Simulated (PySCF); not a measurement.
C$_{2}$H$_{11}$BO$_{2}$Si$_{2}$

```xyz
18

O     2.8785   -0.3334   -1.3688
B     2.8339   -0.1313   -0.0357
O     3.9936   -0.3741    0.6443
Si    1.1518    0.5159    0.7679
C    -0.4207   -0.1597   -0.0740
C    -1.7125    0.4146    0.5056
Si   -3.2658   -0.2953   -0.3266
H     3.7279   -0.6282   -1.7062
H     3.9924   -0.2425    1.5899
H     1.0339    1.9900    0.7710
H     1.0410    0.1761    2.2096
H    -0.4429   -1.2490    0.0102
H    -0.3758    0.0590   -1.1429
H    -1.6951    1.5010    0.4034
H    -1.7411    0.2157    1.5785
H    -3.3136   -1.7459   -0.1198
H    -3.2296   -0.0211   -1.7658
H    -4.4645    0.3146    0.2534
```

Geometry: GFN2-xTB.

All numbers below come from PBE0/pcSseg-1, SCF density, gas phase, non-relativistic in PySCF.

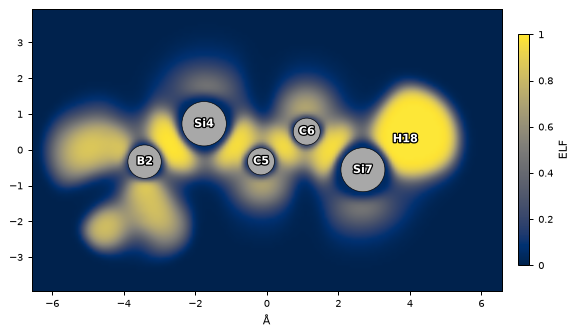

Figure 1. ELF on the plane of atoms B2, Si4 and C5. Grey discs cover the atomic cores.

**What does the map show?**

The section cuts through B, Si, C and H sites.
C–C (1.53 Å): the ELF peaks at about 0.95 between the atoms, as expected for a shared electron pair.
C–Si (1.90 Å): the ELF peaks at about 0.95 between the atoms: a shared electron pair.
Si–B (1.97 Å): the ELF peaks at about 1 between the atoms; localised, covalent bonding.
Si–H (1.46 Å): the ELF climbs to about 1 towards the hydrogen, as it does in any bond to H.
The ELF also peaks beside O3, away from the bonds: lone-pair regions.

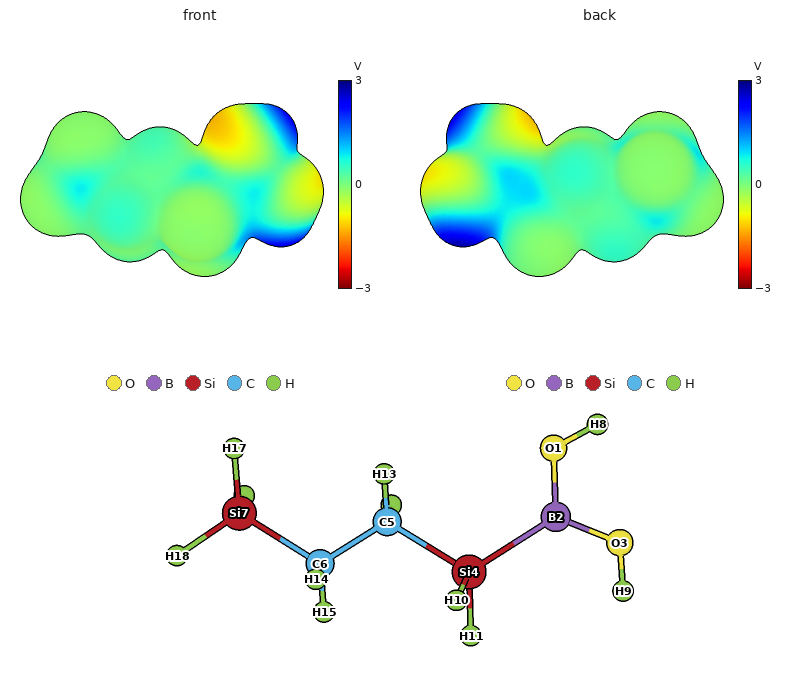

Figure 2. The electrostatic potential painted on the density surface at 0.002 e/bohr³, seen from the front and from behind; red is negative and blue positive. The bare structure is drawn below in the same view.

**Where is the surface potential most negative and most positive?**

The most negative region (about −1.2 V, or −28 kcal/mol for a unit charge) lies over O1, the most positive (about +2.6 V, or +60 kcal/mol for a unit charge) over H9. O1 is the likeliest acceptor of a hydrogen bond.
